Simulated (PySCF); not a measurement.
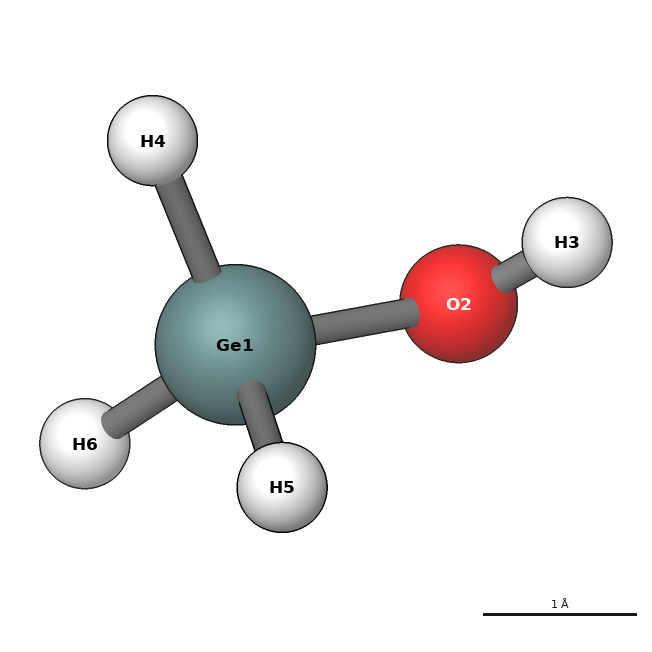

Numbered structure. Computed geometry: PBE0-D3(BJ)/def2-SVP optimisation. No frequency run is at hand to confirm it as a minimum.

List the bonds and their lengths.

| bond | length (Å) |
| --- | --- |
| Ge1–O2 | 1.783 |
| Ge1–H4 | 1.544 |
| Ge1–H5 | 1.544 |
| Ge1–H6 | 1.533 |
| O2–H3 | 0.963 |
